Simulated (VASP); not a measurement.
Energy against volume of BaTiO$_{3}$ (cubic perovskite). These are optB86b-vdW, VASP's PBE PAW potentials (set 64) (plane waves; VASP 6.6.1) values and carry that method's errors.

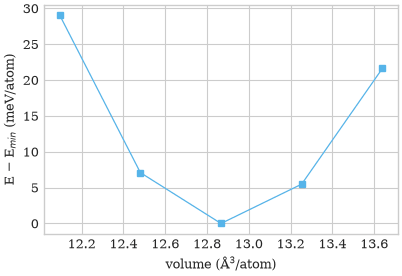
Figure: Energy against volume

Task: Estimate the equilibrium volume and the bulk modulus.

Result: The minimum lies near 12.9 Å³/atom, and the curvature gives B0 of about 170 GPa.

Measured: bulk modulus 162 GPa (computed value off by +6.6 %), as given by Yu-ichiro Matsushita et al., Physical Review B (2011), arXiv:1104.2769; a 4.001 Å (computed value off by +0.2 %), as given by Yubo Zhang et al., Physical Review B (2017), arXiv:1702.04817. The calculation is for a static lattice, while the measured bulk modulus, a hold thermal and zero-point effects, which are part of the difference.

The compound is BaTiO3 in the cubic perovskite structure, the ideal cubic form; the compound distorts at low or room temperature. It was relaxed first.
